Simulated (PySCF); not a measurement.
# C7H16OSi: the cost of one run

The runs use PySCF 2.14.0, with density-fitted response routines of our own; the level of theory stands in each step. All values are computed, except where a source is named. Atoms count from 0, in the outputs and in this text.

## (1) The molecule as given

25 atoms, charge 0, multiplicity 1; geometry from: GFN2-xTB. The atoms were then displaced at random by about 0.01 Å, so the start is not that level's minimum.

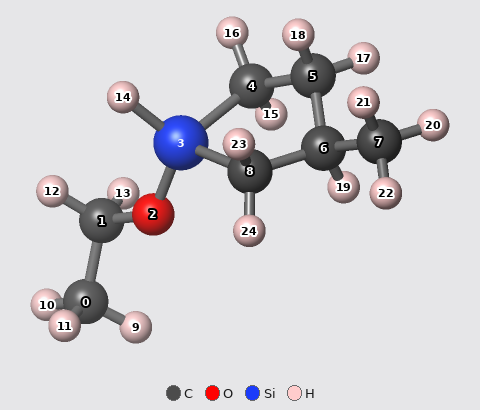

As it starts; carbon dark grey, oxygen red, silicon blue, hydrogen pink, atoms numbered.

## (2) Relaxing the molecule at PBE0-D3(BJ)/def2-SVP

What the job is given:

```
{"job": {"xc": "PBE0", "basis": "def2-SVP", "d3": "d3bj", "grid": 1, "shake": 0.01, "kind": "geom"}, "charge": 0, "multiplicity": 1}
C      3.990160    -0.955540     0.400760
C      2.963630     0.159310     0.732860
O      1.762020    -0.053580     0.013150
Si     0.492860     0.886500    -0.043390
C     -0.705970     0.833210     1.458780
C     -2.076040     0.573710     0.840180
C     -1.888230    -0.466480    -0.271900
C     -3.180600    -0.703140    -1.037810
C     -0.774970     0.029370    -1.172690
H      3.555730    -1.902620     0.671530
H      4.885410    -0.774230     0.953550
H      4.185580    -0.922430    -0.662800
H      3.346370     1.158290     0.463200
H      2.737250     0.166300     1.817130
H      0.798800     2.255250    -0.407420
H     -0.442570     0.032330     2.147140
H     -0.731400     1.755880     2.071830
H     -2.803900     0.229570     1.591710
H     -2.457590     1.485720     0.407150
H     -1.605790    -1.399280     0.194590
H     -3.989400    -1.072980    -0.373020
H     -3.537870     0.194580    -1.500950
H     -3.038820    -1.434300    -1.840270
H     -1.186340     0.747290    -1.906670
H     -0.345910    -0.810680    -1.768600
```

On the command line:

```sh
OMP_NUM_THREADS=1 python probes_run.py task.json out
```

This one command runs all jobs of the session in turn.

**Question.** How long does this first job take on 1 thread of Intel Xeon Platinum 8259CL at 2.50GHz, shared host, and how much memory does it need?

About 7 min, with a peak of 0.97 GiB.
